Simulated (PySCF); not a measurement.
Consider C₉H₁₁BO (SMILES CB(C)c1cccc(C=O)c1).

```yaml
atoms:
  - { symbol: C, position_ang: [-2.1096, 1.6054, 0.6851] }
  - { symbol: B, position_ang: [-1.7154, 0.1881, 0.1241] }
  - { symbol: C, position_ang: [-2.8369, -0.8003, -0.3770] }
  - { symbol: C, position_ang: [-0.2076, -0.2362, 0.0706] }
  - { symbol: C, position_ang: [0.1828, -1.5781, 0.1581] }
  - { symbol: C, position_ang: [1.5141, -1.9592, 0.1225] }
  - { symbol: C, position_ang: [2.5037, -1.0069, -0.0258] }
  - { symbol: C, position_ang: [2.1526, 0.3393, -0.1278] }
  - { symbol: C, position_ang: [3.1876, 1.3646, -0.2911] }
  - { symbol: O, position_ang: [2.9917, 2.5498, -0.3905] }
  - { symbol: C, position_ang: [0.8096, 0.7076, -0.0675] }
  - { symbol: H, position_ang: [-3.1292, 1.6533, 1.0603] }
  - { symbol: H, position_ang: [-2.0493, 2.3259, -0.1322] }
  - { symbol: H, position_ang: [-1.4427, 1.9690, 1.4636] }
  - { symbol: H, position_ang: [-2.4993, -1.5158, -1.1233] }
  - { symbol: H, position_ang: [-3.7086, -0.2842, -0.7735] }
  - { symbol: H, position_ang: [-3.1927, -1.3795, 0.4768] }
  - { symbol: H, position_ang: [-0.5765, -2.3383, 0.2706] }
  - { symbol: H, position_ang: [1.7777, -3.0041, 0.2024] }
  - { symbol: H, position_ang: [3.5450, -1.2950, -0.0641] }
  - { symbol: H, position_ang: [4.2190, 0.9551, -0.3198] }
  - { symbol: H, position_ang: [0.5734, 1.7588, -0.1448] }
```

Geometry: GFN2-xTB.

Theory: PBE0/pcSseg-1, SCF density, gas phase, non-relativistic in PySCF 2.14.0.

### What will maps of the electron density and electron localisation function show?

C–O (1.21 Å): ρ at the midpoint is about 3.3 e/Å³; the ELF peaks at about 0.85 between the atoms (a short, multiple covalent bond).
C–C (1.38 Å): the density is about 2.1 e/Å³ at the midpoint; the ELF peaks at about 0.95 between the atoms: localised, covalent bonding.
C–B (1.57 Å): ρ at the midpoint is about 1.4 e/Å³; the ELF peaks at about 1 between the atoms; a covalent bond.
C–H (1.08 Å): ρ is about 2.1 e/Å³ halfway; the ELF climbs to about 1 towards the hydrogen, as it does in any bond to H; a covalent bond by its length.

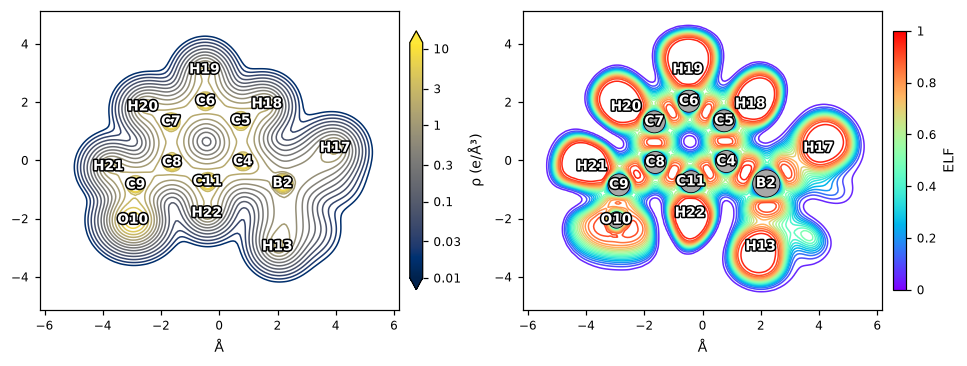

Computed electron density and electron localisation function on the plane of atoms C8, C11 and H22, in this order. Grey discs cover the atomic cores in the ELF map. 
